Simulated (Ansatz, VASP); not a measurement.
# CdS (Hawleyite) in two plane-wave programs, part 2 of 2

One calculation is typed for both programs; each brings its own data sets. How far apart do they land? The cell is taken from a series of VASP runs on this material, whose earlier steps may have relaxed, scaled or displaced it; both programs get it as it stands. Valence electrons are named where the data sets of a main pair hold unlike numbers.

VASP 6.6.1 and Ansatz 0.2.0.

So far. Step 2 (VASP: band structure, HSE06): The k-mesh is coarse for exact exchange; levels may shift by about 0.1 eV on a finer one.

## (4) Comparison

Known differences besides the potentials themselves: exact exchange at q = 0 is treated differently, which shows on coarse meshes; VASP keeps PBE cores, Ansatz makes them for the functional; the data sets hold 26 valence electrons in Ansatz (on its default PAW (the set named soft_2) files) and 18 in VASP; the cutoff is 420 eV in Ansatz and 357 eV in VASP; VASP takes a coarser grid for exact exchange (PRECFOCK = Fast). Total energies have different zeros and are not compared.

Compared:

```tsv
quantity	Ansatz	VASP	difference
gap over the path points (eV)	2.196	2.197	-0.001
```

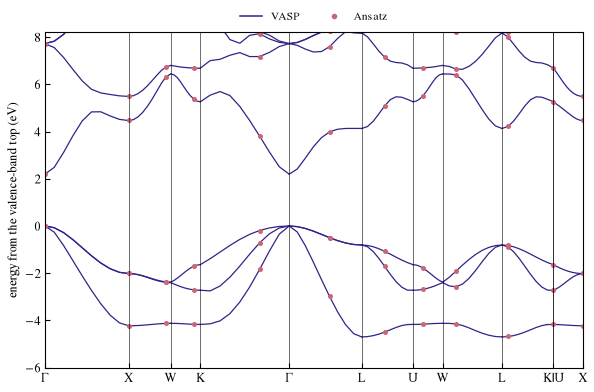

Bands from VASP (lines) and levels from Ansatz (dots). Dots without a line are higher empty bands that the VASP plot leaves out.

Levels at points of the path, from each program's valence-band top (eV; 4 filled, then empty):

```tsv
k (reciprocal lattice)	Ansatz	VASP
0.000 0.000 0.000	-8.41 0.00 0.00 0.00 2.20 7.72 7.72	-8.37 0.00 0.00 0.00 2.20 7.73 7.73
0.500 0.000 0.500	-7.90 -4.22 -2.01 -2.01 4.47 5.50 10.54	-7.87 -4.23 -2.02 -2.02 4.46 5.49 10.58
0.500 0.222 0.722	-7.73 -4.12 -2.38 -2.36 6.32 6.74 8.60	-7.69 -4.13 -2.39 -2.37 6.32 6.74 8.62
0.403 0.347 0.750	-7.77 -4.15 -2.69 -1.70 5.39 6.68 9.53	-7.74 -4.16 -2.70 -1.71 5.38 6.69 9.55
0.125 0.125 0.250	-8.40 -1.84 -0.71 -0.19 3.81 7.17 8.14	-8.36 -1.84 -0.72 -0.19 3.81 7.18 8.14
0.278 0.278 0.278	-8.41 -2.97 -0.49 -0.49 3.99 7.57 8.28	-8.37 -2.98 -0.49 -0.49 3.98 7.59 8.28
0.556 0.389 0.556	-7.91 -4.48 -1.70 -1.07 5.08 7.14 8.79	-7.88 -4.50 -1.71 -1.07 5.08 7.15 8.81
0.583 0.250 0.667	-7.76 -4.15 -2.67 -1.78 5.52 6.69 9.35	-7.73 -4.16 -2.68 -1.78 5.52 6.70 9.38
0.500 0.306 0.694	-7.76 -4.14 -2.56 -1.91 6.41 6.64 8.23	-7.72 -4.15 -2.57 -1.92 6.40 6.65 8.25
0.486 0.486 0.528	-7.99 -4.67 -0.88 -0.82 4.22 8.01 8.21	-7.95 -4.69 -0.88 -0.82 4.21 8.02 8.22
```

Among the levels compared at these points, filled levels agree within 42 meV and empty ones within 41 meV.

## (5) Ansatz: band structure, r2SCAN-EpsX with an exact-exchange share of 0.151

The same path points are solved in both programs, so levels can be compared one by one.

The cell is taken from a series of VASP runs on this material, whose earlier steps may have relaxed, scaled or displaced it; both programs get it as it stands.

The input, input.yaml:

```yaml
crystal:
  lattice:
    - [0.0, 2.9165, 2.9165]
    - [2.9165, 0.0, 2.9165]
    - [2.9165, 2.9165, 0.0]
  atoms:
    - { symbol: Cd, position: [0.0, 0.0, 0.0] }
    - { symbol: S, position: [0.75, 0.75, 0.75] }
hamiltonian:
  xc: { exchange: r2scan, correlation: r2scan, exx: { coeff: 0.151 } }
  pseudopotentials: { kind: paw }
kpoints:
  mp_grid: { grid: [4, 4, 4] }
  band_path:
    path:
      - [0.0, 0.0, 0.0]
      - [0.5, 0.0, 0.5]
      - [0.5, 0.22222, 0.72222]
      - [0.40278, 0.34722, 0.75]
      - [0.125, 0.125, 0.25]
      - [0.27778, 0.27778, 0.27778]
      - [0.55556, 0.38889, 0.55556]
      - [0.58333, 0.25, 0.66667]
      - [0.5, 0.30556, 0.69444]
      - [0.48611, 0.48611, 0.52778]
      - [0.625, 0.25, 0.625]
      - [0.5, 0.0, 0.5]
    npoints: 1
scf:
  occupations: { method: gaussian, width: 0.03 }
  n_extra_bands: 7
output:
  forces: true
  stress: true
  eigenvalues: true
```

Command:

```console
$ ansatz run input.yaml --threads 4 --pin off --max-ram 9216MiB --backend cpu --events-out ev --progress --plain --runs-dir out
```

Numbers of over 12 decimals in the logs are rounded to 6 here.

What it wrote:

```text
[...]
Crystal: 2 atoms, lattice volume = 49.615 Å³
Basis set: ecut = 500 eV, 1243 PW (Γ), exchange–correlation on 128×128×128 points (64 copies of the dense FFT grid, shifted against one another)
Bands: 20, of which v1, the nominal top of the filled ones, is band 13 counted from 1 (12 counted from 0)
Symmetry: 24 space group operations
[...]
k-points: 8 of 64 (time reversal used)
[...]
--- Band table (eV; the first three rows and the last of 8) ---
  k-point 0: bands = [... 9 lower, -2.0997, 6.1052, 6.1052, 6.1052, 8.6061, 14.1958, 14.1958, 14.1958, ... 3 higher]
  k-point 1: bands = [... 9 lower, -2.0956, 3.5097, 5.6854, 5.6854, 10.2976, 13.8485, 14.7121, 14.7121, ... 3 higher]
  k-point 2: bands = [... 9 lower, -1.6853, 1.4504, 5.3056, 5.3056, 10.5572, 14.5969, 14.5969, 15.0305, ... 3 higher]
  k-point 7: bands = [... 9 lower, -1.4191, 2.0415, 3.7137, 3.7363, 12.7662, 13.2053, 14.9248, 15.4971, ... 3 higher]
[key lines of the parts left out:]
Free energy (F): -9175.322310 eV
Fermi energy:    7.355850 eV
P = ⅓ Tr σ = 1.2541 GPa (12.541 kbar)
```

Elapsed: 16 s, on 4 threads of Arm Neoverse V2, shared host; peak memory 0.83 GiB; 55 s of CPU time.

## (6) VASP: band structure, r2SCAN-EpsX with an exact-exchange share of 0.151

The same cell, functional, mesh and smearing now go to VASP, with its own data sets.

The run reads the wave functions of an earlier VASP run, which isn't shown here.

The input, INCAR:

```
SYSTEM = CdS
PREC = Accurate
ENCUT = 357
EDIFF = 1E-06
NELM = 100
ISMEAR = 0
SIGMA = 0.03
LREAL = .FALSE.
ALGO = Normal
LHFCALC = .TRUE.
AEXX = 0.151
METAGGA = R2SCAN
LASPH = .TRUE.
NBANDS = 15
PRECFOCK = Fast
HFRCUT = -1
LORBIT = 11
LWAVE = .FALSE.
LCHARG = .FALSE.
KPAR = 4
```

The input, POSCAR:

```
CdS
1.0
    0.0000000000      2.9165000000      2.9165000000
    2.9165000000      0.0000000000      2.9165000000
    2.9165000000      2.9165000000      0.0000000000
Cd S
1 1
Direct
    0.0000000000      0.0000000000      0.0000000000
    0.7500000000      0.7500000000      0.7500000000
```

The input, KPOINTS:

```
Automatic mesh
0
Gamma
4 4 4
0 0 0
```

The input, KPOINTS_OPT:

```
Line mode
10
Line-mode
Reciprocal
  0.00000000   0.00000000   0.00000000 GAMMA
  0.50000000   0.00000000   0.50000000 X

  0.50000000   0.00000000   0.50000000 X
  0.50000000   0.25000000   0.75000000 W

  0.50000000   0.25000000   0.75000000 W
  0.37500000   0.37500000   0.75000000 K

  0.37500000   0.37500000   0.75000000 K
  0.00000000   0.00000000   0.00000000 GAMMA

  0.00000000   0.00000000   0.00000000 GAMMA
  0.50000000   0.50000000   0.50000000 L

  0.50000000   0.50000000   0.50000000 L
  0.62500000   0.25000000   0.62500000 U

  0.62500000   0.25000000   0.62500000 U
  0.50000000   0.25000000   0.75000000 W

  0.50000000   0.25000000   0.75000000 W
  0.50000000   0.50000000   0.50000000 L

  0.50000000   0.50000000   0.50000000 L
  0.37500000   0.37500000   0.75000000 K

  0.62500000   0.25000000   0.62500000 U
  0.50000000   0.00000000   0.50000000 X
```

PAW data sets: Cd and S (PBE family, release 64).

Command:

```console
$ mpirun -np 4 vasp_std
```

What it wrote:

```text
[banner, memory and clock lines left out]
running    4 mpi-ranks, on    1 nodes
[...]
|                                                                             |
|               ----> ADVICE to this user running VASP <----                  |
|                                                                             |
|     You enforced a specific xc type in the INCAR file but a different       |
|     [... a line on the potential file left out ...]
|     I HOPE YOU KNOW WHAT YOU ARE DOING!                                     |
|                                                                             |

 LDA part: xc-table for (None), standard interpolation
 found WAVECAR, reading the header
 POSCAR, INCAR and KPOINTS ok, starting setup
[...]
HFRCUT set to (new)   9.118060
 reading WAVECAR
 the WAVECAR file was read successfully
 initial charge from wavefunction
 entering main loop
       N       E                     dE             d eps       ncg     rms          rms(c)
[...]
DAV:   8    -0.273596794737E+02   -0.28068E-05   -0.51916E-06   275   0.227E-02    0.931E-02
DAV:   9    -0.273596798133E+02   -0.33951E-06   -0.22221E-06   267   0.146E-02
   1 F= -.27359680E+02 E0= -.27359680E+02  d E =-.424374E-24
 Start KPOINTS_OPT (optional k-point list driver)
k-point batch [1-8\100]
       N       E                     dE             ncg
DAV:   1     0.655604614556E+02   -0.15563E+04      248
DAV:   2    -0.823321418869E+03   -0.88888E+03      268
DAV:   3    -0.860755370285E+03   -0.37434E+02      331
DAV:   4    -0.861119631695E+03   -0.36426E+00      317
DAV:   5    -0.861122422412E+03   -0.27907E-02      324
DAV:   6    -0.861122471135E+03   -0.48724E-04      317
DAV:   7    -0.861122472507E+03   -0.13713E-05      310
DAV:   8    -0.861122472548E+03   -0.41273E-07      239
[...]
k-point batch [97-100\100]
       N       E                     dE             ncg
DAV:   1     0.206573594905E+04   -0.22640E+04      144
DAV:   2     0.170296404084E+04   -0.36277E+03      148
DAV:   3     0.169069883043E+04   -0.12265E+02      155
DAV:   4     0.169059335658E+04   -0.10547E+00      176
DAV:   5     0.169059246679E+04   -0.88979E-03      176
DAV:   6     0.169059245323E+04   -0.13558E-04      162
DAV:   7     0.169059245296E+04   -0.27397E-06      139
```

Parts of OUTCAR (step 6):

```text
 POSITION                                       TOTAL-FORCE (eV/Angst)
 -----------------------------------------------------------------------------------
      0.00000      0.00000      0.00000        -0.000000     -0.000000     -0.000000
      4.37475      4.37475      4.37475         0.000000      0.000000      0.000000
 -----------------------------------------------------------------------------------
    total drift:                               -0.000133     -0.000127     -0.000080

  FREE ENERGIE OF THE ION-ELECTRON SYSTEM (eV)
  ---------------------------------------------------
  free  energy   TOTEN  =       -27.3596798133 eV

  energy  without entropy=      -27.3596798133  energy(sigma->0) =      -27.35967981

[... 2 parts as in an earlier step ...]

[... 1 further part left out ...]
[key lines of the parts left out:]
E-fermi :   0.7189
```

The k-mesh is coarse for unscreened exact exchange, which converges slowly with it.

## (7) Side by side

What differs besides the data sets and the points named for the pairs above, as far as they apply: the data sets hold 26 valence electrons in Ansatz (on its default PAW (the set named soft_2) files) and 18 in VASP; the cutoff is 500 eV in Ansatz and 357 eV in VASP. Total energies have different zeros and are not compared.

The two programs side by side:

```tsv
quantity	Ansatz	VASP	difference
gap over the path points (eV)	2.501	2.504	-0.003
```

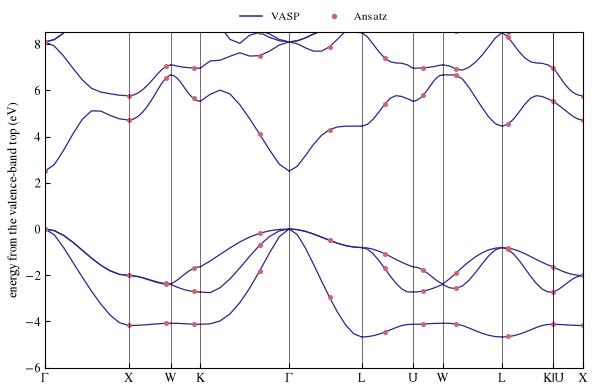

Bands from VASP (lines) and levels from Ansatz (dots). Dots without a line are higher empty bands that the VASP plot leaves out.

Levels at points of the path, from each program's valence-band top (eV; 4 filled, then empty):

```tsv
k (reciprocal lattice)	Ansatz	VASP
0.000 0.000 0.000	-8.21 0.00 0.00 0.00 2.50 8.09 8.09	-8.13 0.00 0.00 0.00 2.50 8.09 8.09
0.500 0.000 0.500	-7.71 -4.16 -2.00 -2.00 4.72 5.77 10.87	-7.65 -4.18 -2.02 -2.02 4.71 5.76 10.91
0.500 0.222 0.722	-7.53 -4.07 -2.38 -2.36 6.55 7.04 8.96	-7.47 -4.08 -2.39 -2.37 6.55 7.04 8.98
0.403 0.347 0.750	-7.57 -4.10 -2.70 -1.69 5.65 6.96 9.83	-7.51 -4.12 -2.71 -1.70 5.64 6.96 9.86
0.125 0.125 0.250	-8.19 -1.82 -0.70 -0.19 4.11 7.49 8.51	-8.12 -1.82 -0.71 -0.19 4.11 7.50 8.51
0.278 0.278 0.278	-8.20 -2.94 -0.49 -0.49 4.30 7.86 8.63	-8.13 -2.95 -0.49 -0.49 4.30 7.88 8.63
0.556 0.389 0.556	-7.71 -4.45 -1.70 -1.06 5.40 7.39 9.12	-7.65 -4.47 -1.70 -1.07 5.39 7.40 9.14
0.583 0.250 0.667	-7.57 -4.10 -2.68 -1.77 5.78 6.97 9.67	-7.50 -4.11 -2.69 -1.78 5.78 6.97 9.69
0.500 0.306 0.694	-7.56 -4.09 -2.57 -1.90 6.66 6.92 8.57	-7.50 -4.11 -2.58 -1.91 6.66 6.92 8.58
0.486 0.486 0.528	-7.79 -4.64 -0.87 -0.82 4.53 8.31 8.53	-7.72 -4.66 -0.88 -0.82 4.53 8.31 8.54
```

Among the levels compared at these points, filled levels agree within 72 meV and empty ones within 43 meV.

## (8) Results

```
largest difference of a filled level at the path points (band structure, HSE06)                                             : 42 meV
largest difference of a filled level at the path points (band structure, r2SCAN-EpsX with an exact-exchange share of 0.151) : 72 meV
```

What this shows: The largest difference of a filled level at the path points is 72 meV (band structure, r2SCAN-EpsX with an exact-exchange share of 0.151), within the 80 meV picked in this series as the mark of a large difference. The data sets hold unlike numbers of valence electrons (26 in Ansatz and 18 in VASP), so part of the differences comes from the potentials. How closely two codes agree says nothing of how well the functional describes the real material.

[Lines on the potential files, build, host, timing and source positions are cut from VASP's logs without a mark.]

[Logs are printed without paths, hosts, clocks, repeated set-up lines and the standing remarks that a program may print on its own settings, such as how far it seeks lower states.]

[Hosts, paths, dates, database ids (printed as entryN), source tags and the programs' standing remarks are cut or masked in the printed files.]
